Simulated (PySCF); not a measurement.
```xyz
11

O     2.3312   -0.3586    0.3797
Si    1.0061    0.1273   -0.4120
N    -0.1544    1.0587    0.4936
Si   -1.5169    0.0305    0.1633
N    -0.3063   -1.0127   -0.5224
H     2.2345   -0.7709    1.2348
H     1.5414    0.6879   -1.6354
H    -0.1225    2.0138    0.7964
H    -2.4743    0.5695   -0.7997
H    -2.1275   -0.5143    1.3721
H    -0.4059   -1.8285   -1.0963
```

Geometry: GFN2-xTB.

The calculation used PBE0/pcSseg-1, SCF density, gas phase, non-relativistic (PySCF).

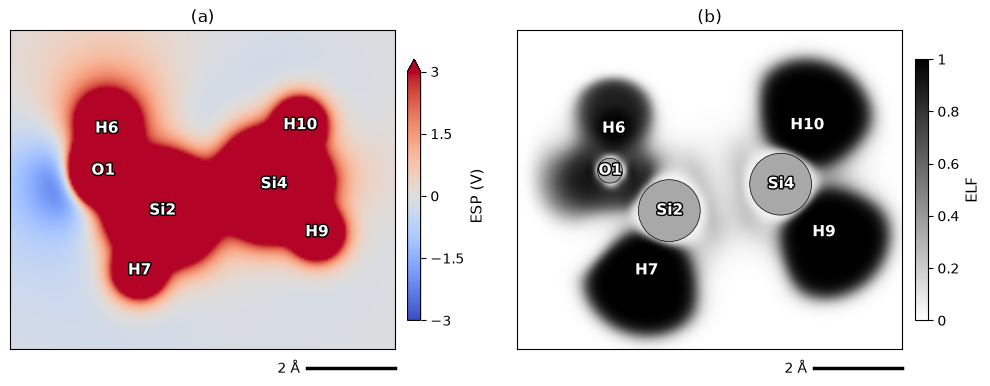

H₆N₂OSi₂ (SMILES O[SiH]1N[SiH2]N1). (a) molecular electrostatic potential; (b) electron localisation function on the plane of atoms O1, Si2 and H7. Grey discs cover the atomic cores in the ELF map.

What do the fields say about this system?

Answer.
- Atoms in the plane: O, Si and H.
- Si–O (1.62 Å): the ELF peaks at about 0.85 between the atoms; a polar covalent bond.
- O–H (0.95 Å): the ELF climbs to about 1 towards the hydrogen, as it does in any bond to H; a covalent bond by its length.
- Si–H (1.45 Å): the ELF climbs to about 1 towards the hydrogen.
- The ELF also peaks beside O1, away from the bonds: lone-pair regions.
- Outside the dense part of the molecule the potential is most negative (−2.0 V) near O1.
